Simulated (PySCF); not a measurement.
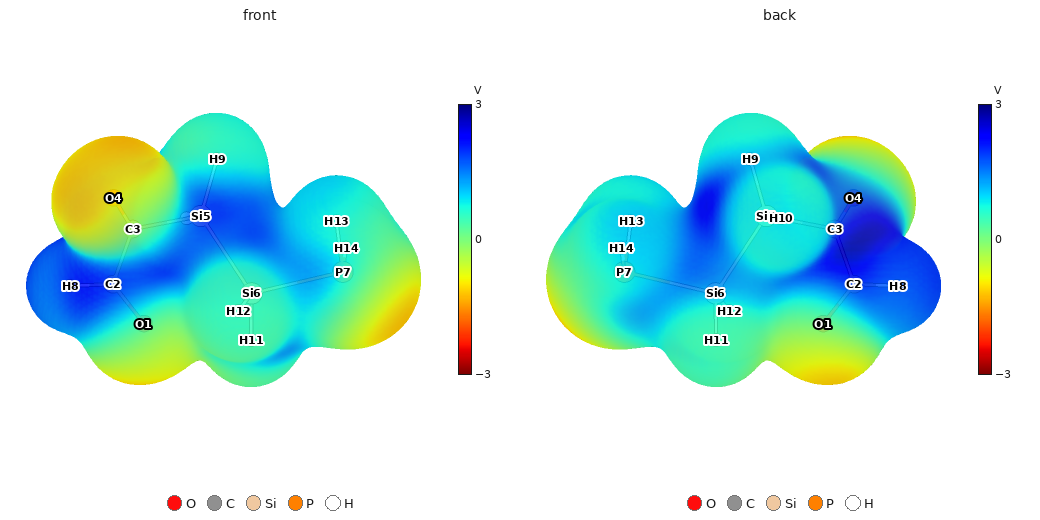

Figure. C$_{2}$H$_{7}$O$_{2}$PSi$_{2}$. The molecular electrostatic potential painted on the density surface at 0.004 e/bohr³, seen from the front and from behind; the colour scale runs from red (negative) to blue (positive).

Geometry: GFN2-xTB.

These are results of PBE0/pcSseg-1, SCF density, gas phase, non-relativistic (PySCF), not measurements.

```yaml
atoms:
  - { symbol: O, position_ang: [1.5975, 1.1956, -0.7568] }
  - { symbol: C, position_ang: [2.3452, 0.4203, -0.1938] }
  - { symbol: C, position_ang: [1.9045, -0.4453, 0.9080] }
  - { symbol: O, position_ang: [2.4393, -0.6511, 1.9697] }
  - { symbol: Si, position_ang: [0.1629, -1.1279, 0.4159] }
  - { symbol: Si, position_ang: [-0.9649, 0.9057, 0.0910] }
  - { symbol: P, position_ang: [-3.1464, 0.6735, 0.6473] }
  - { symbol: H, position_ang: [3.3410, 0.1831, -0.6096] }
  - { symbol: H, position_ang: [-0.2017, -2.0780, 1.4696] }
  - { symbol: H, position_ang: [0.3568, -1.8856, -0.8267] }
  - { symbol: H, position_ang: [-1.0388, 1.3364, -1.3060] }
  - { symbol: H, position_ang: [-0.5005, 1.9867, 0.9671] }
  - { symbol: H, position_ang: [-2.9387, -0.0193, 1.8260] }
  - { symbol: H, position_ang: [-3.3570, -0.4945, -0.0637] }
```

**Where is the surface potential most negative and most positive?**

The most negative region (about −1.3 V) lies over O4 and P7, the most positive (about +2.6 V) over the π face of C2 and C3.

**What dipole moment does the calculation give?**

Its dipole moment is 2.29 D.
